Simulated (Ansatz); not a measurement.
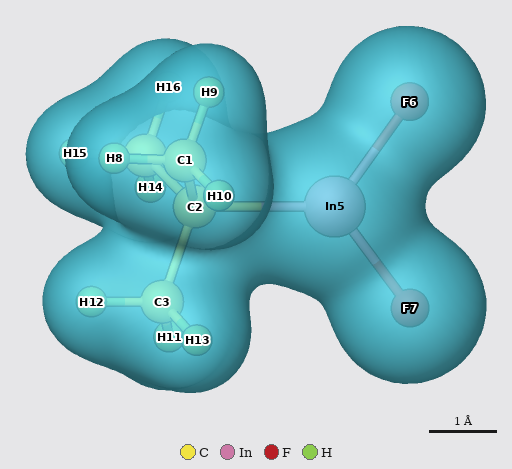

C4H9F2In (SMILES C[C](C)(C)[In]([F])[F]). Isosurface of the electron density at 0.1 e/Å³ (cyan), seen at a tilt.

Geometry: PBE0-D4/def2-TZVP; core potentials replace the inner electrons of In.

The calculation used Ansatz, RKS PBE0-D4/def2-TZVPP.

```xyz
16

C     0.4805    0.5922    1.3567
C     0.0246   -0.0855    0.0721
C     1.0778   -1.0626   -0.4262
C    -1.3065   -0.7915    0.2908
In   -0.2802    1.4586   -1.4298
F    -1.4718    2.9952   -1.2544
F     0.5504    1.6035   -3.1886
H     0.6118   -0.1725    2.1345
H    -0.2497    1.3144    1.7294
H     1.4403    1.1024    1.2424
H     0.7814   -1.5584   -1.3532
H     1.2274   -1.8435    0.3318
H     2.0442   -0.5828   -0.5966
H    -1.6635   -1.2993   -0.6089
H    -1.1778   -1.5597    1.0655
H    -2.0888   -0.1106    0.6345
```

**Which contacts does the surface bridge?**

At this value the surface is in one piece. It bridges the sampled C–C (1.52 Å), In–F (1.95 Å), C–In (2.18 Å) and C–H (1.09 Å) contacts, where the density stays above the isovalue. On the grid the lowest density along these lines, outside the cores, is 1.7 e/Å³ (C–C, 1.52 Å), 0.75 e/Å³ (In–F, 1.95 Å), 0.66 e/Å³ (C–In, 2.18 Å) and 1.9 e/Å³ (C–H, 1.09 Å).
